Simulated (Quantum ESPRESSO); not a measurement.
**Magnetic state of CuWO4 from several starts**

A self-consistent run ends on one state, which hangs on the start. Several orders of CuWO4 are started in Quantum ESPRESSO and their energies compared.

Main program and level: Quantum ESPRESSO 7.5; PBEsol with U = 6 eV on Cu d (ortho-atomic projectors); plane waves with GBRV 1.5 PBEsol potentials, no spin-orbit coupling.

## Step 1: The structure

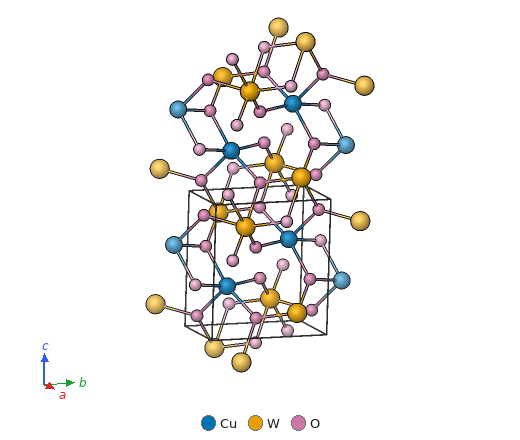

The cell as given, slightly off an axis (copper blue, tungsten orange, oxygen pink). 1×1×2 cells are drawn. Some periodic images of atoms are drawn too.

The cell comes from the Crystallography Open Database.

## Step 2: Run 1 (ferro ++)

The signs are those of the starting moments on the seeded atoms, the atoms that are given a moment.

The input, pw.in:

```
&CONTROL
  calculation = 'scf'
  prefix = 'pwscf'
  outdir = './tmp'
  pseudo_dir = './pseudo'
  disk_io = 'nowf'
/
&SYSTEM
  ibrav = 0
  celldm(1) = 8
  nat = 12
  ntyp = 3
  ecutwfc = 40
  ecutrho = 280
  nbnd = 74
  occupations = 'smearing'
  smearing = 'fd'
  degauss = 0.00367493
  nspin = 2
  starting_magnetization(1) = 0.0526
  starting_magnetization(2) = 0
  starting_magnetization(3) = 0
/
&ELECTRONS
  conv_thr = 2.4d-08
  electron_maxstep = 150
  mixing_beta = 0.3
/
ATOMIC_SPECIES
Cu     63.5460 cu_pbesol_v1.2.uspp.F.UPF
W     183.8400 w_pbesol_v1.2.uspp.F.UPF
O      15.9990 o_pbesol_v1.2.uspp.F.UPF
CELL_PARAMETERS alat
   1.1093637214616    0.0000000000000    0.0000000000000
   0.0490111256506    1.1501774026444    0.0000000000000
   0.1728010651790    0.0318361699831    1.3655729172783
ATOMIC_POSITIONS crystal
Cu      0.4962000000    0.7638000000    0.6621000000
Cu      0.5038000000    0.2362000000    0.3379000000
W       0.0166000000    0.7330000000    0.1745000000
W       0.9834000000    0.2670000000    0.8255000000
O       0.2481000000    0.5829000000    0.3556000000
O       0.7519000000    0.4171000000    0.6444000000
O       0.2243000000    0.5676000000    0.8769000000
O       0.7757000000    0.4324000000    0.1231000000
O       0.7293000000    0.9044000000    0.3859000000
O       0.2707000000    0.0956000000    0.6141000000
O       0.7845000000    0.9488000000    0.9036000000
O       0.2155000000    0.0512000000    0.0964000000
K_POINTS automatic
4 4 4 0 0 0
HUBBARD {ortho-atomic}
U Cu-3d 6.0000
```

Command:

```sh
OMP_NUM_THREADS=1 mpirun -n 4 pw.x -nk 4 -in pw.in > pw.out
```

Output:

```text
Program PWSCF v.7.5 starts

     Message from routine setup:
     using ibrav=0 with symmetry is DISCOURAGED, use correct ibrav instead

     K-points division:     npool     =       4
     Subspace diagonalization in iterative solution of the eigenvalue problem:

     G-vector sticks info
     --------------------
     sticks:   dense  smooth     PW     G-vecs:    dense   smooth      PW
     Sum        1821    1039    307                70665    30509    4859

     Using Slab Decomposition

     bravais-lattice index     =            0
     lattice parameter (alat)  =       8.0000  a.u.
     unit-cell volume          =     892.1208 (a.u.)^3
     number of atoms/cell      =           12
     number of atomic types    =            3
     number of electrons       =       114.00
     number of Kohn-Sham states=           74
     kinetic-energy cutoff     =      40.0000  Ry
     charge density cutoff     =     280.0000  Ry
     scf convergence threshold =      2.4E-08
     mixing beta               =       0.3000
     number of iterations used =            8  plain     mixing
     Exchange-correlation= SLA  PW   PSX  PSC
                           (   1   4  10   8   0   0   0)
     Hubbard projectors: ortho-atomic
     Hubbard parameters of DFT+U (Dudarev formulation) in eV:
     U(Cu-3d) =  6.0000

     Internal variables: lda_plus_u =T, lda_plus_u_kind = 0

     Internal variables: orbital_resolved =F, hub_pot_fix =F, apply_U = F

     celldm(1)=   8.000000  celldm(2)=   0.000000  celldm(3)=   0.000000
     celldm(4)=   0.000000  celldm(5)=   0.000000  celldm(6)=   0.000000

     crystal axes: (cart. coord. in units of alat)
               a(1) = (   1.109364   0.000000   0.000000 )
               a(2) = (   0.049011   1.150177   0.000000 )
               a(3) = (   0.172801   0.031836   1.365573 )

     reciprocal axes: (cart. coord. in units 2 pi/alat)
               b(1) = (  0.901418 -0.038411 -0.113171 )
               b(2) = (  0.000000  0.869431 -0.020269 )
               b(3) = (  0.000000  0.000000  0.732293 )

     PseudoPot. # 1 for Cu read from file:
     cu_pbesol_v1.2.uspp.F.UPF
     Pseudo is Ultrasoft + core correction, Zval = 19.0
     Generated by new atomic code, or converted to UPF format
     Using radial grid of  867 points,  6 beta functions with:
                l(1) =   0
                l(2) =   0
                l(3) =   1
                l(4) =   1
                l(5) =   2
                l(6) =   2
     Q(r) pseudized with  8 coefficients,  rinner =    1.150   1.150   1.150
                                                       1.150   1.150

     PseudoPot. # 2 for W  read from file:
     w_pbesol_v1.2.uspp.F.UPF
     Pseudo is Ultrasoft + core correction, Zval = 14.0
     Generated by new atomic code, or converted to UPF format
     Using radial grid of  923 points,  8 beta functions with:
                l(1) =   0
                l(2) =   0
                l(3) =   0
                l(4) =   1
                l(5) =   1
                l(6) =   2
                l(7) =   2
                l(8) =   3
     Q(r) pseudized with  6 coefficients,  rinner =    1.350   1.350   1.350
                                                       1.350   1.350   1.350
                                                       1.350

     PseudoPot. # 3 for O  read from file:
     o_pbesol_v1.2.uspp.F.UPF
     Pseudo is Ultrasoft + core correction, Zval =  6.0
     Generated by new atomic code, or converted to UPF format
     Using radial grid of  737 points,  5 beta functions with:
                l(1) =   0
                l(2) =   0
                l(3) =   1
                l(4) =   1
                l(5) =   2
     Q(r) pseudized with  8 coefficients,  rinner =    0.900   0.900   0.900
                                                       0.900   0.900

     atomic species   valence    mass     pseudopotential
     Cu               19.00    63.54600     Cu( 1.00)
     W                14.00   183.84000     W ( 1.00)
     O                 6.00    15.99900     O ( 1.00)

     Starting magnetic structure
     atomic species   magnetization
     Cu              0.053
     W               0.000
     O               0.000

      2 Sym. Ops., with inversion, found

   Cartesian axes

     site n.     atom                  positions (alat units)
         1        Cu     tau(   1) = (   0.7023126   0.8995842   0.9041458  )
         2        Cu     tau(   2) = (   0.6288634   0.2824293   0.4614271  )
         3        W      tau(   3) = (   0.0844944   0.8486354   0.2382925  )
         4        W      tau(   4) = (   1.2466815   0.3333781   1.1272804  )
         5        O      tau(   5) = (   0.3652498   0.6817594   0.4855977  )
         6        O      tau(   6) = (   0.9659261   0.5002542   0.8799752  )
         7        O      tau(   7) = (   0.4281783   0.6807578   1.1974709  )
         8        O      tau(   8) = (   0.9029977   0.5012557   0.1681020  )
         9        O      tau(   9) = (   0.9200686   1.0525060   0.5269746  )
        10        O      tau(  10) = (   0.4111074   0.1295076   0.8385983  )
        11        O      tau(  11) = (   1.0729406   1.1200555   1.2339317  )
        12        O      tau(  12) = (   0.2582353   0.0619581   0.1316412  )

     number of k points=    36  Fermi-Dirac smearing, width (Ry)=  0.0037
                       cart. coord. in units 2pi/alat
        k(    1) = (   0.0000000   0.0000000   0.0000000), wk =   0.0156250
        k(    2) = (   0.0000000   0.0000000   0.1830733), wk =   0.0312500
        k(    3) = (   0.0000000   0.0000000  -0.3661467), wk =   0.0156250
        k(    4) = (   0.0000000   0.2173578  -0.0050674), wk =   0.0312500
        k(    5) = (   0.0000000   0.2173578   0.1780060), wk =   0.0312500
        [... 31 further k-points ...]

     Dense  grid:    70665 G-vectors     FFT dimensions: (  48,  50,  60)

     Smooth grid:    30509 G-vectors     FFT dimensions: (  36,  40,  45)

     Check: negative core charge=   -0.000002
     Generating pointlists ...
     new r_m :   0.1879 (alat units)  1.5030 (a.u.) for type    1
     new r_m :   0.1690 (alat units)  1.3519 (a.u.) for type    2
     new r_m :   0.1690 (alat units)  1.3519 (a.u.) for type    3

     Initial potential from superposition of free atoms

     starting charge     111.7994, renormalised to     114.0000

     negative rho (up, down):  6.400E-02 6.400E-02

     STARTING HUBBARD OCCUPATIONS:

     =================== HUBBARD OCCUPATIONS ===================
     ------------------------ ATOM    1 ------------------------
     Tr[ns(  1)] (up, down, total) =   5.00000  3.00000  8.00000
     Atomic magnetic moment for atom   1 =   2.00000
     [... lines left out ...]
     ------------------------ ATOM    2 ------------------------
     Tr[ns(  2)] (up, down, total) =   5.00000  3.00000  8.00000
     Atomic magnetic moment for atom   2 =   2.00000
     [... lines left out ...]
     Number of occupied Hubbard levels =   16.0000

     Atomic wfc used for Hubbard projectors are orthogonalized

     Starting wfcs are   84 randomized atomic wfcs

     Self-consistent Calculation

     iteration #  1     ecut=    40.00 Ry     beta= 0.30
     Davidson diagonalization with overlap
     ethr =  1.00E-02,  avg # of iterations =  2.2

     =================== HUBBARD OCCUPATIONS ===================
     ------------------------ ATOM    1 ------------------------
     Tr[ns(  1)] (up, down, total) =   4.97109  4.55964  9.53072
     Atomic magnetic moment for atom   1 =   0.41145
     [... lines left out ...]
     ------------------------ ATOM    2 ------------------------
     Tr[ns(  2)] (up, down, total) =   4.97109  4.55964  9.53072
     Atomic magnetic moment for atom   2 =   0.41145
     [... lines left out ...]
     Number of occupied Hubbard levels =   19.0614

     negative rho (up, down):  6.283E-02 6.282E-02

     total energy              =   -1381.78284202 Ry
     estimated scf accuracy    <       5.22321568 Ry

     total magnetization       =     1.86 Bohr mag/cell
     absolute magnetization    =     1.92 Bohr mag/cell

     iteration #  2     ecut=    40.00 Ry     beta= 0.30
     Davidson diagonalization with overlap
     ethr =  4.58E-03,  avg # of iterations =  2.0

     negative rho (up, down):  6.343E-02 6.339E-02

     total energy              =   -1382.80836417 Ry
     estimated scf accuracy    <       0.90894501 Ry

     total magnetization       =     2.00 Bohr mag/cell
     absolute magnetization    =     2.06 Bohr mag/cell

     iteration #  3     ecut=    40.00 Ry     beta= 0.30
     Davidson diagonalization with overlap
     ethr =  7.97E-04,  avg # of iterations =  1.4

     negative rho (up, down):  6.358E-02 6.355E-02

     total energy              =   -1382.93816579 Ry
     estimated scf accuracy    <       0.12927607 Ry

     total magnetization       =     2.00 Bohr mag/cell
     absolute magnetization    =     2.07 Bohr mag/cell

     [... further iterations left out ...]

     iteration # 15     ecut=    40.00 Ry     beta= 0.30
     Davidson diagonalization with overlap
     ethr =  8.00E-10,  avg # of iterations =  1.5

     negative rho (up, down):  6.396E-02 6.392E-02

     total energy              =   -1382.96558734 Ry
     estimated scf accuracy    <       0.00000055 Ry

     total magnetization       =     2.00 Bohr mag/cell
     absolute magnetization    =     2.13 Bohr mag/cell

     iteration # 16     ecut=    40.00 Ry     beta= 0.30
     Davidson diagonalization with overlap
     ethr =  4.82E-10,  avg # of iterations =  2.0

     negative rho (up, down):  6.396E-02 6.392E-02

     total energy              =   -1382.96558844 Ry
     estimated scf accuracy    <       0.00000018 Ry

     total magnetization       =     2.00 Bohr mag/cell
     absolute magnetization    =     2.13 Bohr mag/cell

     iteration # 17     ecut=    40.00 Ry     beta= 0.30
     Davidson diagonalization with overlap
     ethr =  1.55E-10,  avg # of iterations =  2.0

     negative rho (up, down):  6.396E-02 6.392E-02

     total energy              =   -1382.96558901 Ry
     estimated scf accuracy    <       0.00000005 Ry

     total magnetization       =     2.00 Bohr mag/cell
     absolute magnetization    =     2.13 Bohr mag/cell

     iteration # 18     ecut=    40.00 Ry     beta= 0.30
     Davidson diagonalization with overlap
     ethr =  4.47E-11,  avg # of iterations =  2.0

     negative rho (up, down):  6.396E-02 6.392E-02

     Magnetic moment per site  (integrated on atomic sphere of radius R)
     atom   1 (R=0.188)  charge= 16.3274  magn=  0.7423
     atom   2 (R=0.188)  charge= 16.3274  magn=  0.7423
     atom   3 (R=0.169)  charge=  7.3974  magn=  0.0096
     atom   4 (R=0.169)  charge=  7.3974  magn=  0.0096
     atom   5 (R=0.169)  charge=  4.8364  magn=  0.0395
     atom   6 (R=0.169)  charge=  4.8364  magn=  0.0395
     atom   7 (R=0.169)  charge=  4.8409  magn=  0.0423
     atom   8 (R=0.169)  charge=  4.8409  magn=  0.0423
     atom   9 (R=0.169)  charge=  4.8142  magn=  0.0995
     atom  10 (R=0.169)  charge=  4.8142  magn=  0.0995
     atom  11 (R=0.169)  charge=  4.7931  magn=  0.0168
     atom  12 (R=0.169)  charge=  4.7931  magn=  0.0168

     End of self-consistent calculation

     =================== HUBBARD OCCUPATIONS ===================
     ------------------------ ATOM    1 ------------------------
     Tr[ns(  1)] (up, down, total) =   4.94342  4.20608  9.14950
     Atomic magnetic moment for atom   1 =   0.73734
     [... lines left out ...]
     ------------------------ ATOM    2 ------------------------
     Tr[ns(  2)] (up, down, total) =   4.94342  4.20608  9.14950
     Atomic magnetic moment for atom   2 =   0.73734
     [... lines left out ...]
     Number of occupied Hubbard levels =   18.2990

     [... lines left out ...]
     the Fermi energy is     9.9989 ev

!    total energy              =   -1382.96558907 Ry
     estimated scf accuracy    <       0.00000002 Ry
     smearing contrib. (-TS)   =      -0.00000000 Ry
     internal energy E=F+TS    =   -1382.96558907 Ry

     The total energy is F=E-TS. E is the sum of the following terms:
     one-electron contribution =    -857.93005281 Ry
     hartree contribution      =     485.83484926 Ry
     xc contribution           =    -216.09648572 Ry
     ewald contribution        =    -794.90885157 Ry
     Hubbard energy            =       0.13495177 Ry

     total magnetization       =     2.00 Bohr mag/cell
     absolute magnetization    =     2.13 Bohr mag/cell

     convergence has been achieved in  18 iterations

=------------------------------------------------------------------------------=
   JOB DONE.
=------------------------------------------------------------------------------=
```

The job ended after 2.6 min (4 MPI ranks of Intel Xeon Platinum 8375C at 2.90GHz (Ice Lake), shared host; peak memory 1.3 GiB).

Spin moment in the atom's sphere by atom:

```csv
atom,spin moment in the atom's sphere (μB)
Cu1,0.742
Cu2,0.742
W3,0.010
W4,0.010
O5,0.040
O6,0.040
O7,0.042
O8,0.042
O9,0.100
O10,0.100
O11,0.017
O12,0.017
```

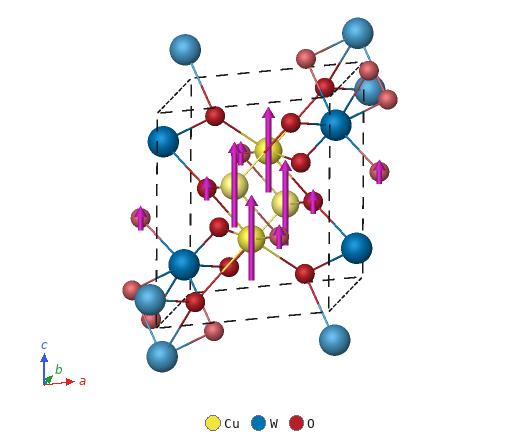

Spin moment in the atom's sphere as arrows, the longest 0.742 μB. Up and down stand for the sign. Arrows give size and sign along the axis of quantisation, drawn up and down the page. Each arrow also spans its atom, so small moments look longer than they are. Some periodic images of atoms are drawn too.

Read from the output:

```
smearing term TS       : 4.46e-8 eV
magnetization          : 2 μB
absolute magnetization : 2.126 μB
final state            : ferromagnetic
```

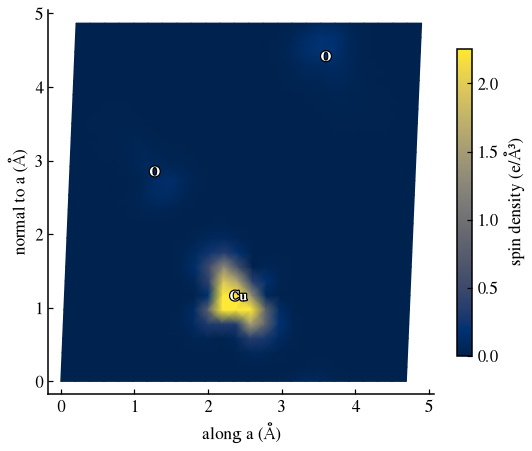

Spin density in the ab plane at fractional z = 0.356, with atoms of Cu and O within 0.2 Å of it.

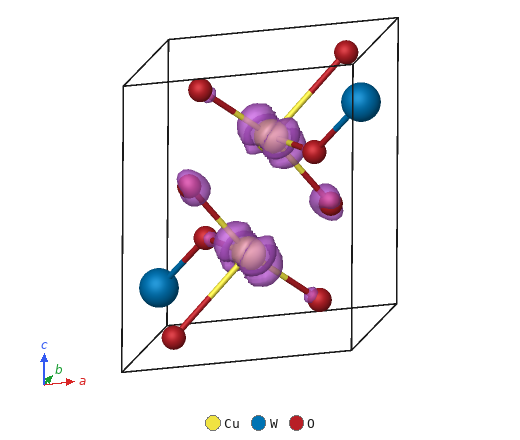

Surface of spin density = 0.13 e/Å³, which holds about 70 % of the integral of its size.

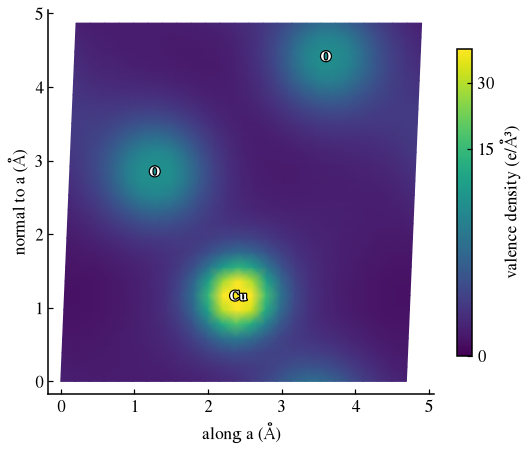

Valence density in the ab plane at fractional z = 0.356, with atoms of Cu and O within 0.2 Å of it. It is the smooth field of the valence electrons, not physical close to the nuclei. The colour scale is stretched toward low values.

(Part 1 of 3 ends here.)

[Logs and program files are shortened in this print: banners, set-up blocks, solver, clock and traceback lines can be left out without a mark of their own.]

[Logs are printed without paths, hosts, clocks, repeated set-up lines and the standing remarks that a program may print on its own settings, such as how far it seeks lower states.]

[Hosts, paths, dates, database ids (printed as entryN), source tags and the programs' standing remarks are cut or masked in the printed files.]

[Where a cell is said to come from a database of computed structures, the database is the Materials Project.]
